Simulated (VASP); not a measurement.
Shape and ions are relaxed at each volume.

Energy against volume of MgF$_{2}$ (rutile). Method: vdW-DF-cx, VASP's PBE PAW potentials (set 64) (plane waves; VASP 6.6.1).

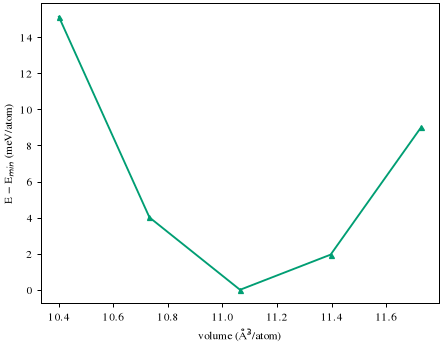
Fig. 1. Energy against volume

**Question.** Estimate the equilibrium volume and the bulk modulus.

**Answer.** The minimum lies near 11.1 Å³/atom, and the curvature gives B0 of about 94 GPa.

The compound is MgF2 in the rutile structure. It was relaxed first.
